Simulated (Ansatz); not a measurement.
# C₂H₁₀Al₂O₂ (SMILES [CH3][AlH-]1[OH+][AlH-]([CH3])[OH+]1): what the fields show

```yaml
atoms:
  - { symbol: C, position_ang: [-1.3648, 2.0439, -0.5740] }
  - { symbol: Al, position_ang: [-0.8172, 0.9980, 0.9786] }
  - { symbol: O, position_ang: [0.9891, 0.5479, 0.9900] }
  - { symbol: Al, position_ang: [0.8185, -1.2635, 0.5960] }
  - { symbol: C, position_ang: [1.3702, -1.7375, -1.2138] }
  - { symbol: O, position_ang: [-0.9874, -0.8203, 0.6270] }
  - { symbol: H, position_ang: [-0.9118, 1.6806, -1.5019] }
  - { symbol: H, position_ang: [-1.0810, 3.0958, -0.4654] }
  - { symbol: H, position_ang: [-2.4514, 2.0302, -0.7124] }
  - { symbol: H, position_ang: [-1.2468, 1.3828, 2.4598] }
  - { symbol: H, position_ang: [1.5692, 0.8491, 1.6898] }
  - { symbol: H, position_ang: [1.2710, -2.0979, 1.8710] }
  - { symbol: H, position_ang: [1.0330, -1.0078, -1.9567] }
  - { symbol: H, position_ang: [0.9813, -2.7162, -1.5155] }
  - { symbol: H, position_ang: [2.4603, -1.8009, -1.2937] }
  - { symbol: H, position_ang: [-1.6321, -1.1841, 0.0212] }
```

Geometry: PBE0-D4/def2-TZVP.

These are results of RKS PBE0-D4/def2-TZVPP (Ansatz 0.2.0), not measurements.

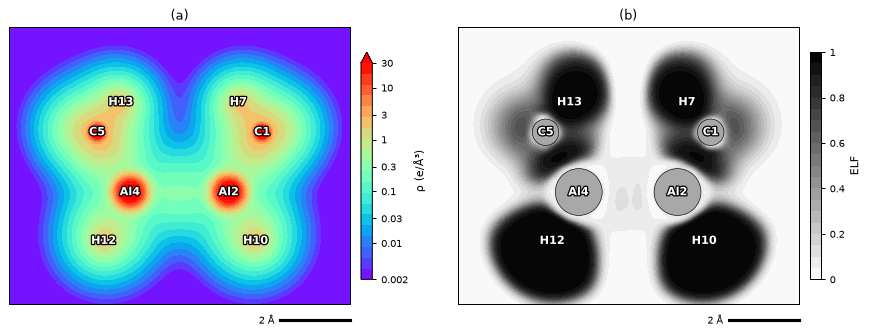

Figure 1. (a) electron density; (b) electron localisation function on the plane of atoms C5, Al4 and H12. Grey discs cover the atomic cores in the ELF map.

> What do the fields say about this system?

Atoms in the plane: C, Al and H. C–Al (1.95 Å): ρ is about 0.73 e/Å³ halfway; the ELF peaks at about 0.95 between the atoms; a shared but strongly polarised pair. C–H (1.09 Å): ρ is about 1.9 e/Å³ halfway; the ELF climbs to about 1 towards the hydrogen, as it does in any bond to H; an ordinary covalent bond to hydrogen. Al–H (1.59 Å): ρ is about 0.55 e/Å³ halfway; the ELF climbs to about 1 towards the hydrogen.

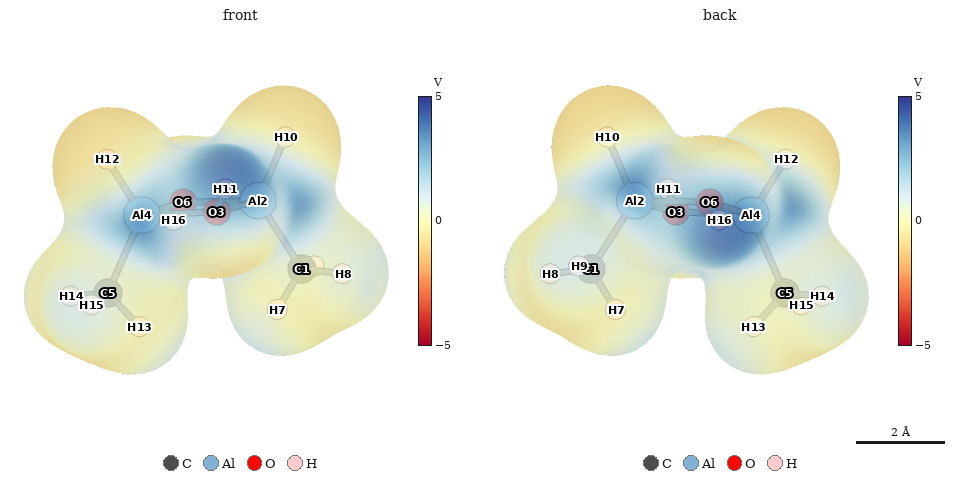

Figure 2. The electrostatic potential painted on the density surface at 0.004 e/bohr³, seen from the front and from behind; red is negative and blue positive.

> Which sites attract a positive test charge, and which a negative one?

A positive charge is drawn to the negative regions and a negative charge to the positive ones. The most negative region (about −0.8 V, or −18 kcal/mol for a unit charge) lies over H10 and H12, the most positive (about +4.0 V, or +92 kcal/mol for a unit charge) over H11 and H16.

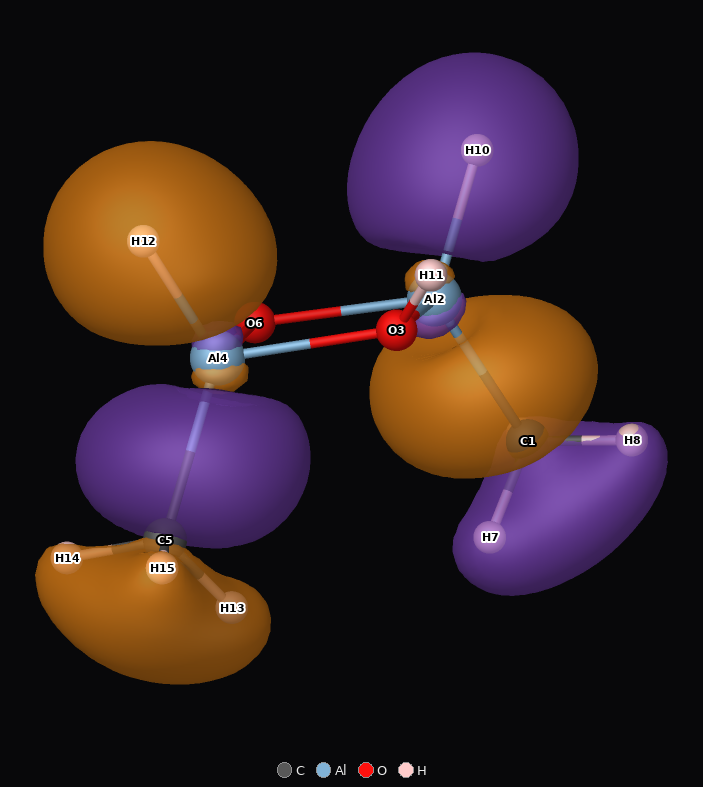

Figure 3. The HOMO−1 at ±0.08 Å⁻³ᐟ² (orange and purple are the two phases), seen at an oblique angle.

> Describe this orbital and give its energy.

Its weight (Hirshfeld) is mainly on C1 (about 20 %), C5 (about 20 %), Al2 (about 15 %), Al4 (about 15 %), H10 (about 10 %) and H12 (about 10 %). Its energy is −7.73 eV.
